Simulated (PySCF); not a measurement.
**SH₂: structure of the singlet**

The task is one start of a wider search on SH₂: the singlet, from a bent start. It is relaxed, tested by its Hessian and followed downhill if it is a saddle.

The runs use PySCF 2.14.0; PBE, basis S def2-TZVP, H def2-TZVP, no relativity, density fitting.

## 1. The starting structure

3 atoms, charge 0, spin multiplicity 1.

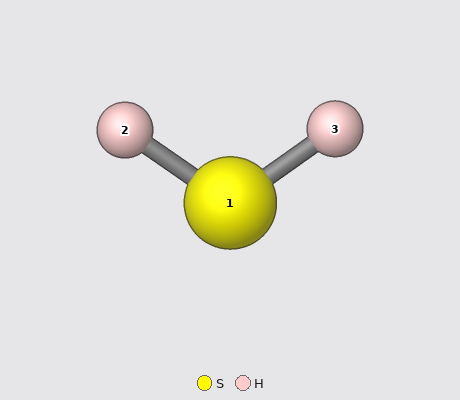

Start geometry, drawn with sulfur yellow, hydrogen pink; atoms are numbered from 1 in the order of the file.

```xyz
3
charge 0 multiplicity 1
S     0.0000    0.0000    0.0000
H     1.1059    0.0000    0.7743
H    -1.1059    0.0000    0.7743
```

## 2. Finding the electronic state

The steps below are one call of a driver around PySCF. For each, scf.py gives the equivalent set-up of the SCF; relaxations use the driver's own optimiser. After this first run the driver tries any further starts and a stability analysis.

scf.py reads:

```python
from pyscf import gto, scf, dft
mol = gto.M(atom='''
S      0.000000     0.000000     0.000000
H      1.105900     0.000000     0.774300
H     -1.105900     0.000000     0.774300''',
    basis={'S': 'def2-TZVP', 'H': 'def2-TZVP'},
    charge=0, spin=0)
mf = dft.RKS(mol, xc='PBE')
mf.grids.atom_grid = (50, 194)
aux = {'S': 'def2-universal-JKFIT', 'H': 'def2-universal-JKFIT'}
mf = mf.density_fit(auxbasis=aux)
mf.conv_tol = 1e-08
mf.diis_space = 10
mf.max_cycle = 60
mf.init_guess = 'minao'
mf.verbose = 4
mf.kernel()
```

Started as:

```
OMP_NUM_THREADS=2 python axn.py task.json out
```

The log of the run:

```text
init E= -399.151637868419
  HOMO = -0.280257867042696  LUMO = -0.0385032646540253  gap/eV = 6.57848
cycle= 1 E= -399.204760840491  delta_E= -0.0531  |g|=  0.2  |ddm|= 1.08
  HOMO = -0.183415751572962  LUMO = -0.00978407102066825  gap/eV = 4.72476
cycle= 2 E= -399.198142905189  delta_E= 0.00662  |g|= 0.264  |ddm|= 0.539
  HOMO = -0.224236251695348  LUMO = -0.0221453064382295  gap/eV = 5.49917
cycle= 3 E= -399.218567068826  delta_E= -0.0204  |g|= 0.02  |ddm|= 0.289
  HOMO = -0.227163455187366  LUMO = -0.0233236450837815  gap/eV = 5.54676
cycle= 4 E= -399.218604812105  delta_E= -3.77e-05  |g|= 0.0018  |ddm|= 0.0122
  HOMO = -0.22708250498394  LUMO = -0.0231531225915624  gap/eV = 5.54920
cycle= 5 E= -399.218605460833  delta_E= -6.49e-07  |g|= 0.00102  |ddm|= 0.00193
  HOMO = -0.227175017266376  LUMO = -0.0232576850662554  gap/eV = 5.54887
cycle= 6 E= -399.218605774686  delta_E= -3.14e-07  |g|= 3.6e-05  |ddm|= 0.000754
  HOMO = -0.227167641687029  LUMO = -0.0232517975418602  gap/eV = 5.54883
cycle= 7 E= -399.218605775143  delta_E= -4.57e-10  |g|= 4.94e-06  |ddm|= 4.6e-05
  HOMO = -0.22716815392338  LUMO = -0.0232529631719451  gap/eV = 5.54881
Extra cycle  E= -399.218605775146  delta_E= -2.96e-12  |g|= 4.87e-06  |ddm|= 1.02e-05
converged SCF energy = -399.218605775146
```

This step, with its further starts and checks, needed 2.4 s of wall time on 2 threads of Arm Neoverse V1, shared host.

Energies from each starting density:

```csv
start,energy (Eh)
the minimal-basis guess,-399.218606
a thermally smeared density,-399.218606
a smeared PBE density,-399.218606
```

No lower closed-shell solution turned up from the other starts or in the test of internal stability.

## 3. Relaxing the singlet from the bent start

The program finds C2v symmetry in the start, which this walk keeps. Threshold on the gradient: 0.0003 Eh/bohr, with a further test on the energy change.

scf.py, as its differences from that of step 2:

```diff
@@ -3,3 +3,3 @@
-S      0.000000     0.000000     0.000000
-H      1.105900     0.000000     0.774300
-H     -1.105900     0.000000     0.774300''',
+S      0.000000     0.000000    -0.045920
+H      1.105900     0.000000     0.728380
+H     -1.105900     0.000000     0.728380''',
@@ -15 +14,0 @@
-mf.init_guess = 'minao'
```

Energy and gradient, step by step:

```csv
step,energy (Eh),change (kJ/mol),largest symmetric gradient (Eh/bohr)
0,-399.218606,0.00,0.03168
1,-399.226349,-20.33,0.01023
2,-399.226635,-21.08,0.00187
3,-399.226653,-21.13,0.00009
4,-399.226653,-21.13,0.00001
```

The walk took 1.2 s.

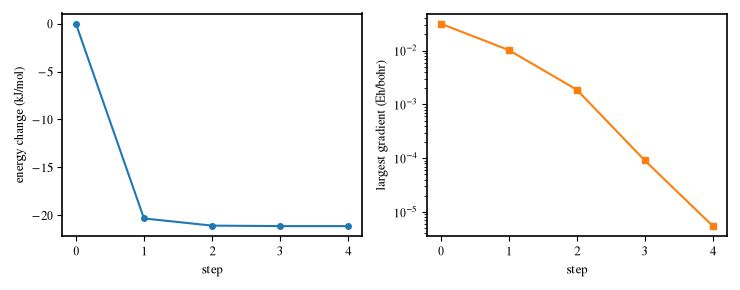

Energy and largest gradient along the walk.

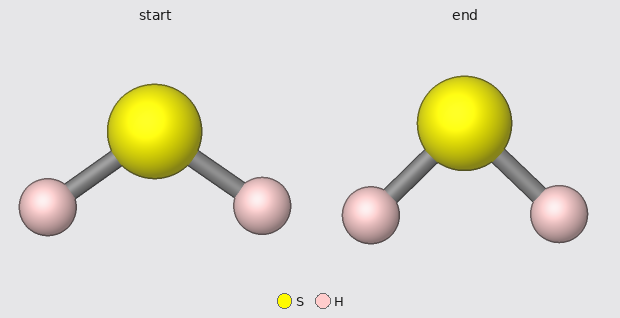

The geometry along the walk, at one scale.

After 4 steps and 21.1 kJ/mol it ends at C2v: S–H 1.352 Å (×2); H–S–H 91.8°.

## 4. Hessian and properties

The point is checked on the finer grid, and tightened if its gradient asks for it. The Hessian and the dipole derivatives come from central differences of analytic gradients, with steps of 0.02 bohr.

scf.py, as its differences from that of step 3:

```diff
@@ -3,3 +3,3 @@
-S      0.000000     0.000000    -0.045920
-H      1.105900     0.000000     0.728380
-H     -1.105900     0.000000     0.728380''',
+S     -0.000000     0.000000    -0.055832
+H      0.970704     0.000000     0.885609
+H     -0.970704     0.000000     0.885609''',
@@ -9 +9 @@
-mf.grids.atom_grid = (50, 194)
+mf.grids.atom_grid = (75, 302)
@@ -12 +12 @@
-mf.conv_tol = 1e-08
+mf.conv_tol = 1e-10
```

The driver hands on the density of the step before, so the log starts near convergence.

Log of the central SCF (cycles and frontier levels):

```text
init E= -399.226663621588
  HOMO = -0.227309092587333  LUMO = -0.0186243028199791  gap/eV = 5.67860
cycle= 1 E= -399.226663621588  delta_E= 3.41e-13  |g|= 4e-07  |ddm|= 6.15e-07
  HOMO = -0.227309185990002  LUMO = -0.0186243580441552  gap/eV = 5.67860
Extra cycle  E= -399.226663621587  delta_E= 5.12e-13  |g|= 5.58e-07  |ddm|= 8.52e-07
converged SCF energy = -399.226663621587
```

The whole step took 3.7 s.

Geometry: C2v; S–H 1.352 Å (×2); H–S–H 91.8°.

Modes, for the most abundant isotopes:

| symmetry | ω (cm⁻¹) | IR (km/mol) | μ (u) |
| --- | --- | --- | --- |
| a1 | 1170 | 0.0 | 1.04 |
| a1 | 2630 | 0.1 | 1.04 |
| b2 | 2647 | 0.2 | 1.04 |

Every mode is real; the point is a minimum.

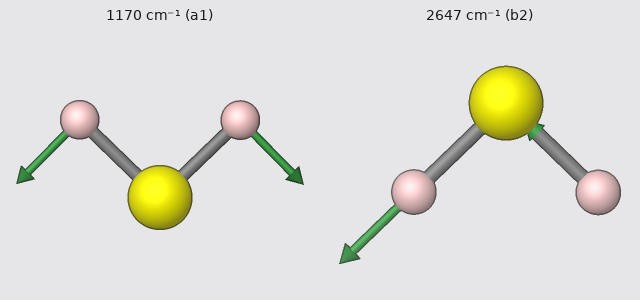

How the atoms move in 2 of the modes.

Properties at this point:

```
Dipole moment                                                   : 1.13 D
Highest occupied level                                          : -6.19 eV
Lowest empty level                                              : -0.51 eV
Rotational constants                                            : 10.03, 8.876, 4.709 cm⁻¹
Zero-point energy                                               : 38.6 kJ/mol
Principal polarisabilities                                      : 15.0, 19.9, 20.6 bohr³
Atomisation energy without zero-point energy                    : 759 kJ/mol
Principal traceless quadrupole moments about the centre of mass : -3.84, 1.13, 2.71 D Å
Entropy at 298.15 K and 1 bar                                   : 205.9 J/(mol K)
Heat capacity Cp at 298.15 K                                    : 34.2 J/(mol K)
Enthalpy at 298.15 K above 0 K                                  : 9.97 kJ/mol
Rotational symmetry number                                      : 2
```

Populations by atom (charges in e):

| atom | Mulliken | Löwdin | polar tensor | Mayer order to S1 |
| --- | --- | --- | --- | --- |
| S1 | -0.33 | -0.07 | -0.11 | – |
| H2,3 | 0.17 | 0.04 | 0.06 | 0.97 |

Outer orbital energies (eV). occupied: -208.88, -155.06, -154.96, -154.76, -18.38, -10.91, -8.99, -6.19; empty: -0.51, -0.12, 4.36, 5.08.

Mulliken populations on S1: s 5.86, p 10.39, d 0.08, f 0.01.

## 5. Would spin polarisation lower it?

At the lowest minimum the closed shell is tested against spin polarisation, on the (50, 194) grid. It is stable.

## 6. Summary of results

| quantity | value |
| --- | --- |
| minimum | singlet, C2v |
| geometry | S–H 1.352 Å (×2); H–S–H 91.8° |
| wavenumbers (cm⁻¹) | 1170 (a1), 2630 (a1), 2647 (b2) |
| dipole moment | 1.13 D |
| highest occupied, lowest empty level | -6.19, -0.51 eV |
| polar-tensor charge of S1 | -0.11 e |
| zero-point energy | 38.6 kJ/mol |
| entropy at 298.15 K | 205.9 J/(mol K) |
| atomisation energy (no zero-point energy) | 759 kJ/mol |

**Reading.** The molecule stays C2v, as typed, and the end point is a minimum. Only this shape and spin were tried, so other structures or states may lie lower.

The search up to here needed 7.6 s of wall time on 2 threads of Arm Neoverse V1, shared host.
